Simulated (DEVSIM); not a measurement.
System: Schottky contact on n-type Si, at 300 K.

```csv
layer (left to right),material,thickness (μm),Nd (cm⁻³),τn (s),τp (s)
1,Si,0.310,3e16,6.6e-7,6.6e-7
```

Left contact: Schottky, work function 4.76 eV, emission velocity 8.1e6 cm/s. Right contact: ohmic. Voltage is applied to the left contact. Recombination: SRH at mid-gap, radiative. Mobility is constant in doping.

Constants are typed, rounded textbook-type inputs, not results; the design itself was drawn at random and stands for no fabricated device. Values at 300 K.

| parameter | Si |
|---|---|
| gap (eV) | 1.124 |
| affinity (eV) | 4.05 |
| permittivity | 11.7 |
| Nc (cm⁻³) | 2.86e19 |
| Nv (cm⁻³) | 3.1e19 |
| μn (cm²/Vs) | 1417 |
| μp (cm²/Vs) | 470 |
| B (cm³/s) | 4.7e-15 |

Simulated with DEVSIM: 1D drift-diffusion, Boltzmann statistics, complete ionisation; no tunnelling, impact ionisation, image-force lowering or self-heating. Metal contacts follow the ideal Schottky-Mott rule: no Fermi-level pinning, no interface dipoles.

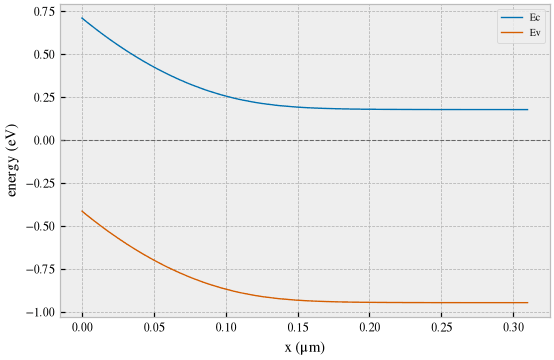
Fig. 1. Band edges at zero bias

Energies count from the Fermi level of the right contact; mesh points crowd at the junctions.

```json
[
 {"x (μm)": "0.000", "Ec (eV)": "0.710", "Ev (eV)": "-0.414", "n (cm⁻³)": "3.4e7", "p (cm⁻³)": "3.4e12", "field (V/cm)": "-68000"},
 {"x (μm)": "0.005362", "Ec (eV)": "0.674", "Ev (eV)": "-0.450", "n (cm⁻³)": "1.4e8", "p (cm⁻³)": "8.5e11", "field (V/cm)": "-66000"},
 {"x (μm)": "0.01173", "Ec (eV)": "0.633", "Ev (eV)": "-0.491", "n (cm⁻³)": "6.7e8", "p (cm⁻³)": "1.7e11", "field (V/cm)": "-63000"},
 {"x (μm)": "0.01767", "Ec (eV)": "0.596", "Ev (eV)": "-0.528", "n (cm⁻³)": "2.8e9", "p (cm⁻³)": "4.2e10", "field (V/cm)": "-60000"},
 {"x (μm)": "0.03025", "Ec (eV)": "0.524", "Ev (eV)": "-0.600", "n (cm⁻³)": "4.5e10", "p (cm⁻³)": "2.6e9", "field (V/cm)": "-55000"},
 {"x (μm)": "0.04128", "Ec (eV)": "0.466", "Ev (eV)": "-0.658", "n (cm⁻³)": "4.2e11", "p (cm⁻³)": "2.8e8", "field (V/cm)": "-49000"},
 {"x (μm)": "0.05158", "Ec (eV)": "0.418", "Ev (eV)": "-0.706", "n (cm⁻³)": "2.7e12", "p (cm⁻³)": "4.3e7", "field (V/cm)": "-45000"},
 {"x (μm)": "0.07337", "Ec (eV)": "0.332", "Ev (eV)": "-0.792", "n (cm⁻³)": "7.7e13", "p (cm⁻³)": "1500000", "field (V/cm)": "-35000"},
 {"x (μm)": "0.08840", "Ec (eV)": "0.285", "Ev (eV)": "-0.839", "n (cm⁻³)": "4.7e14", "p (cm⁻³)": "250000", "field (V/cm)": "-28000"},
 {"x (μm)": "0.1103", "Ec (eV)": "0.235", "Ev (eV)": "-0.889", "n (cm⁻³)": "3.2e15", "p (cm⁻³)": "36000", "field (V/cm)": "-18000"},
 {"x (μm)": "0.1364", "Ec (eV)": "0.201", "Ev (eV)": "-0.923", "n (cm⁻³)": "1.2e16", "p (cm⁻³)": "9700", "field (V/cm)": "-8800"},
 {"x (μm)": "0.1672", "Ec (eV)": "0.185", "Ev (eV)": "-0.939", "n (cm⁻³)": "2.3e16", "p (cm⁻³)": "5100", "field (V/cm)": "-2900"},
 {"x (μm)": "0.1942", "Ec (eV)": "0.180", "Ev (eV)": "-0.944", "n (cm⁻³)": "2.7e16", "p (cm⁻³)": "4200", "field (V/cm)": "-990"},
 {"x (μm)": "0.2170", "Ec (eV)": "0.178", "Ev (eV)": "-0.946", "n (cm⁻³)": "2.9e16", "p (cm⁻³)": "4000", "field (V/cm)": "-390"},
 {"x (μm)": "0.2397", "Ec (eV)": "0.178", "Ev (eV)": "-0.946", "n (cm⁻³)": "3.0e16", "p (cm⁻³)": "3900", "field (V/cm)": "-150"},
 {"x (μm)": "0.2553", "Ec (eV)": "0.178", "Ev (eV)": "-0.946", "n (cm⁻³)": "3.0e16", "p (cm⁻³)": "3900", "field (V/cm)": "-78"},
 {"x (μm)": "0.2684", "Ec (eV)": "0.177", "Ev (eV)": "-0.947", "n (cm⁻³)": "3.0e16", "p (cm⁻³)": "3900", "field (V/cm)": "-45"},
 {"x (μm)": "0.2795", "Ec (eV)": "0.177", "Ev (eV)": "-0.947", "n (cm⁻³)": "3.0e16", "p (cm⁻³)": "3900", "field (V/cm)": "-30"},
 {"x (μm)": "0.2905", "Ec (eV)": "0.177", "Ev (eV)": "-0.947", "n (cm⁻³)": "3.0e16", "p (cm⁻³)": "3900", "field (V/cm)": "-21"},
 {"x (μm)": "0.2981", "Ec (eV)": "0.177", "Ev (eV)": "-0.947", "n (cm⁻³)": "3.0e16", "p (cm⁻³)": "3900", "field (V/cm)": "-17"},
 {"x (μm)": "0.3045", "Ec (eV)": "0.177", "Ev (eV)": "-0.947", "n (cm⁻³)": "3.0e16", "p (cm⁻³)": "3900", "field (V/cm)": "-16"},
 {"x (μm)": "0.3100", "Ec (eV)": "0.177", "Ev (eV)": "-0.947", "n (cm⁻³)": "3.0e16", "p (cm⁻³)": "3900", "field (V/cm)": "-15"}
]
```
